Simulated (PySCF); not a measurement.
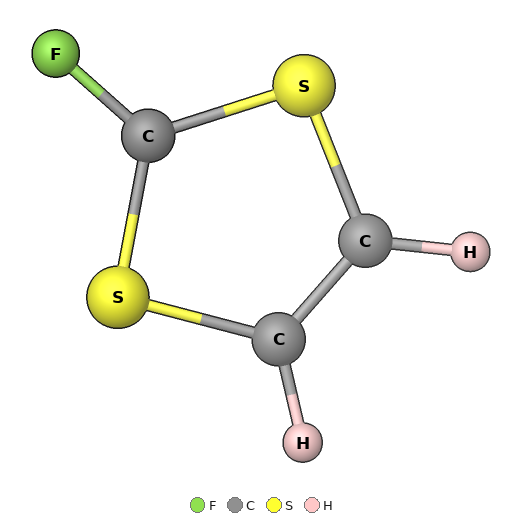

All atoms lie in one plane, which faces the viewer. Charge +1, singlet. The geometry was computed by an optimisation with PBE0-D3(BJ)/def2-SVP. No frequency run is at hand to confirm it as a minimum.

> List the symmetry elements and name the point group.

It has 1 C2 axis and 2 mirror planes, so the point group is C2v. The group has 4 operations. The geometry is achiral, and symmetry allows a dipole moment.
